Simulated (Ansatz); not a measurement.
HfC (Fm-3m): Drude plasma energy against volume

The cell of HfC (Fm-3m) is scaled evenly and the response computed anew at each volume, on one mesh.

The structure is cubic, space group Fm-3m (No. 225). Conventional cell: a = 4.650 Å, b = 4.650 Å, c = 4.650 Å, α = 90.00°, β = 90.00°, γ = 90.00°. Hf on site b has 6 C at 2.33 Å as nearest neighbours. C on site a has 6 Hf at 2.33 Å as nearest neighbours.

Method: Ansatz 0.2.0, PBE, independent particles, k-mesh 16×16×16 with interpolation inside its cells, Gaussian parameter 0.1 eV.

Launch of the response step: `ansatz run input.yaml --threads 4 --pin off --max-ram 8192MiB --backend cpu --events-out ev --progress --plain --runs-dir out`. The series took 2.0 min in all, on 4 threads of Arm Neoverse V2, on a shared host.

```
V/V₀  V (Å³, primitive cell)  Drude plasma energy (eV)
0.94                   23.63                    3.6121
0.96                   24.13                    3.5994
0.98                   24.63                         ?
1.00                   25.14                    3.5781
1.02                   25.64                    3.5664
1.04                   26.14                    3.5537
1.06                   26.64                    3.5385
```

For small changes the quantity should be close to linear in ln V.

Working, on the rows shown:

| x = ln(V/V₀) | y = Drude plasma energy |
| --- | --- |
| -0.0618754 | 3.6121 |
| -0.040822 | 3.5994 |
| 0 | 3.5781 |
| 0.0198026 | 3.5664 |
| 0.0392207 | 3.5537 |
| 0.0582689 | 3.5385 |

Means: x̄ = 0.0024325, ȳ = 3.5747. Σ(x − x̄)(y − ȳ) = -0.00642, Σ(x − x̄)² = 0.01079. Slope = -0.00642 / 0.01079 = -0.5952; intercept = ȳ − slope · x̄ = 3.5761. The line misses the rows shown by up to 0.003 eV, in a bent pattern, so a parabola y = c₀ + c₁x + c₂x² is fitted. The sums Σx = 0.01459485, Σx² = 0.010820675, Σx³ = -3.8985522e-05, Σx⁴ = 3.1482784e-05, Σy = 21.4482, Σxy = 0.045752437 and Σx²y = 0.038706549 in the three normal equations give c₀ = 3.5782, c₁ = -0.602, c₂ = -1.123; the parabola misses the rows by at most 0.0015 eV.

Q: What does the fit predict for the withheld row, and how well does it do?

A: At x = -0.020203 the parabola gives y = 3.5899 eV. The run gave 3.5889 eV, so the interpolation is off by 0.00099 eV, 1.3 % of the range in the table.

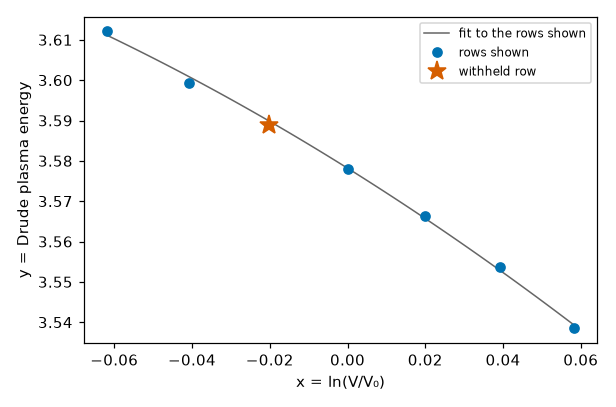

Between the rows on either side of x = 0 the slope is (3.5664 − 3.5889) / (0.019803 − (-0.020203)) = -0.5624. So d ln ωp/d ln V = -0.16; free electrons would give −0.50. The cell comes from an older database entry, whose edges can be off by a per cent or so. The values come from a sum over the points of one k-mesh and carry its error, which is largest for Fermi-surface quantities. Spin-orbit coupling is left out.

[Logs are printed without paths, hosts, clocks, repeated set-up lines and the standing remarks that a program may print on its own settings, such as how far it seeks lower states.]
